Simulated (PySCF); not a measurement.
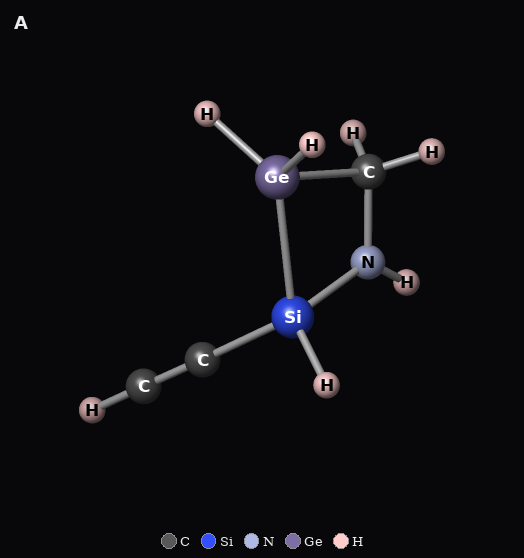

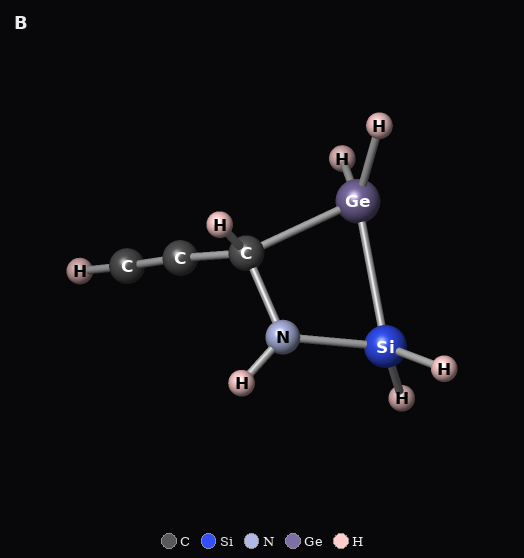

2 stationary structures of one formula. Geometries: GFN2-xTB. Electronic energies: PBE0/def2-SVPD (PySCF 2.14.0), without zero-point energy. No frequency run is at hand to confirm each as a minimum.

How are they related?

Answer. They are constitutional isomers of C3H7GeNSi: A `C#C[Si@H]1N[CH2][GeH2]1`, B `C#C[C@H]1N[SiH2][GeH2]1`.

Which is lowest in energy, and by how much?

Answer. A is lowest; B lies 11.1 kcal/mol above it.

The geometry is semi-empirical. Around Ge, Si such bond lengths and angles can be off by a tenth of an ångström or more and by several degrees, and values that hang on the shape move with them.
